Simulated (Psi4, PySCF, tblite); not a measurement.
Intermolecular potential of Cl2OTi ··· H2O (SMILES [O]=[Ti]([Cl])[Cl] and O). Monomers: optimised at B3LYP-D3(BJ) (def2-TZVP), held rigid. Orientation: lowest of the rigid-body minima from ten starts at GFN2-xTB (searched outside a hard wall at short contacts). Only R, the distance of the centres of mass, is varied, so the lowest point isn't the relaxed dimer. The shortest distances reach bonding range, where SAPT0 and rigid monomers are unreliable.

Geometry at R = 2.35 Å (first 4 atoms: monomer A):
```
7

Ti    -0.0619     0.0475    -0.0458
Cl     1.8873    -0.2638    -1.0859
Cl    -0.6672    -0.6684     1.9784
O     -1.1583     0.8848    -0.8467
O     -0.8685    -1.7869    -1.1105
H     -1.8119    -1.6211    -1.2063
H     -0.5158    -1.7680    -2.0061
```

- RKS-M06-2X/6-31G* = PySCF with restricted M06-2X/6-31G*, spherical d, no counterpoise correction
- wB97M-V/def2-TZVP, counterpoise-corrected (Psi4)
- GFN2-xTB (tblite)
- PBE-D3(BJ)/def2-TZVP, counterpoise-corrected (Psi4)
- RHF/3-21G = restricted Hartree-Fock/3-21G, no counterpoise correction (PySCF)

Interaction energies in kJ/mol (negative: bound); R is the distance of the centres of mass, d the Ti1···O5 distance.

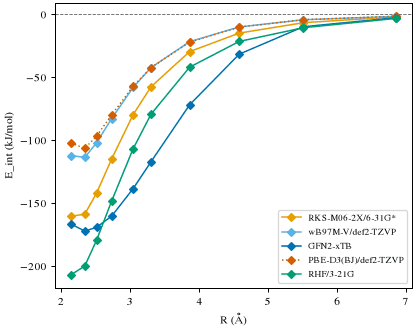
Figure: Interaction energy against separation.

| R / Å | d / Å | RKS-M06-2X/6-31G* | wB97M-V/def2-TZVP | GFN2-xTB | PBE-D3(BJ)/def2-TZVP | RHF/3-21G |
|---|---|---|---|---|---|---|
| 2.15 | 2.07 | -160.63 | -112.36 | -166.80 | -102.46 | -207.13 |
| 2.35 | 2.27 | -158.86 | -113.82 | -172.35 | -106.49 | -200.11 |
| 2.52 | 2.44 | -142.34 | -102.24 | -169.42 | -97.05 | -179.76 |
| 2.74 | 2.65 | -115.03 | -82.94 | -160.48 | -80.04 | -148.44 |
| 3.05 | 2.96 | -79.97 | -58.26 | -138.71 | -57.34 | -107.11 |
| 3.31 | 3.22 | -57.74 | -42.51 | -117.33 | -42.46 | -79.54 |
| 3.87 | 3.78 | -29.76 | -21.83 | -72.05 | -22.23 | -42.13 |
| 4.59 | 4.49 | -15.05 | -10.16 | -31.78 | -10.32 | -21.66 |
| 5.52 | 5.42 | -6.79 | -4.47 | -9.99 | -4.39 | -10.79 |
| 6.86 | 6.76 | -2.11 | -1.75 | -2.83 | -1.67 | -3.40 |

Lowest grid point: RKS-M06-2X/6-31G* -160.63 kJ/mol at R = 2.15 Å; wB97M-V/def2-TZVP -113.82 kJ/mol at R = 2.35 Å; GFN2-xTB -172.35 kJ/mol at R = 2.35 Å; PBE-D3(BJ)/def2-TZVP -106.49 kJ/mol at R = 2.35 Å; RHF/3-21G -207.13 kJ/mol at R = 2.15 Å.
